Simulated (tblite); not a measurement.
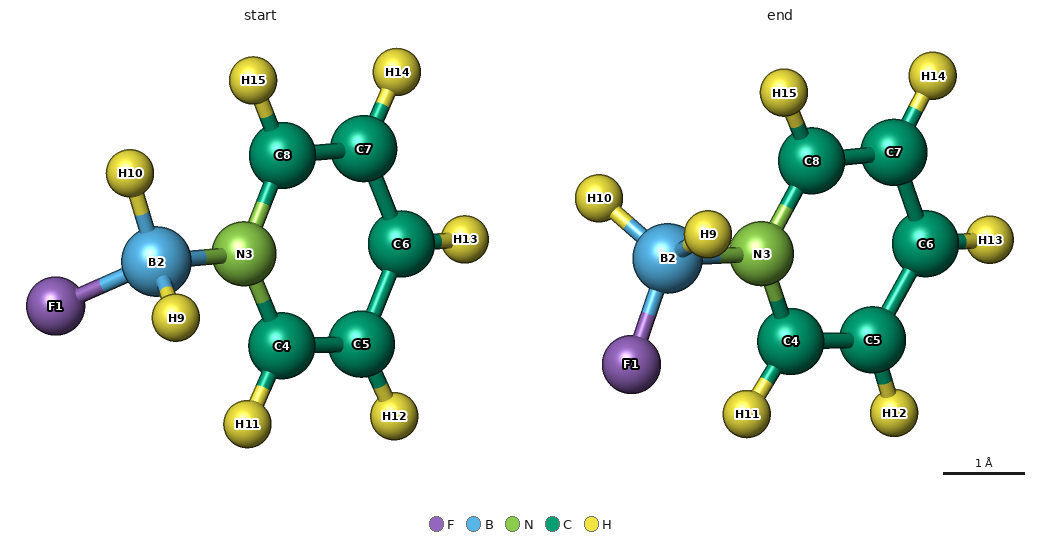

The structure of C₅H₇BFN before (left) and after (right) a relaxation, at one scale.

Style: ball-and-stick. Shown from a free direction.

The calculation used GFN2-xTB geometry optimisation, gas phase in tblite. 

Q: Describe what moved and what it gained.

A: The largest move after the best rigid fit is that of F1, 1.18 Å. Largest moves by element: F 1.18 Å, H 1.05 Å, C 0.21 Å, B 0.12 Å, N 0.04 Å. Some distances before and after: F1–B2 1.490 → 1.391 Å, B2–N3 1.515 → 1.589 Å, C4–H11 1.107 → 1.080 Å, N3–C8 1.356 → 1.331 Å. Among the angles between lasting bonds that change: N3–B2–H9 115.5° → 106.2°, F1–B2–H10 103.5° → 111.3°, N3–C8–H15 123.1° → 115.7°. Groups turn about B2–N3 by about 65°. The energy falls by 49.3 kJ/mol in 69 geometry steps.
